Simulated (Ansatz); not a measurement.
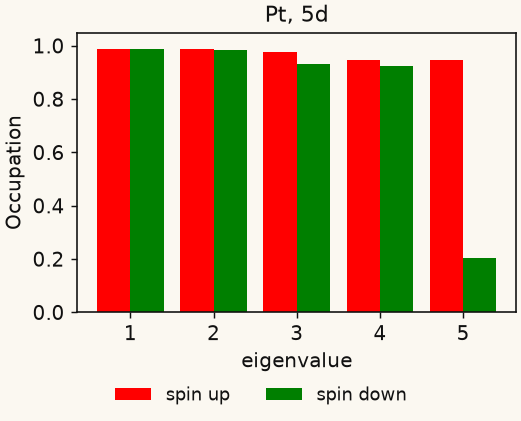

Eigenvalues of the local occupation matrix of the d shell (Löwdin-orthogonalised atomic projectors).

System: PtSe, space group F-43m (No. 216), 2 atoms in the cell, zincblende type.

Level of theory: DFT PBE+U+J, scalar-relativistic, plane waves, PAW, U = 7 eV, J = 0.9 eV on Pt d, spin-polarised, 5×5×5 k mesh, 420 eV cutoff, Gaussian smearing of 0.05 eV; code Ansatz 0.2.0.

**What configuration do these occupations show?**

Counting eigenvalues over 0.6 as filled, Pt has 9 filled d states (d⁹), 5 up and 4 down; the eigenvalues sum to 8.9. The small eigenvalues come from mixing with neighbours' orbitals.

Start of the run: random orbitals: pairs, high filling. Such runs often end in metastable states, so this need not be the lowest one. The shell occupations typed at the start changed during the run. The occupations of the open shells lower the symmetry of the state. Spin-orbit coupling is left out, which matters for Pt.
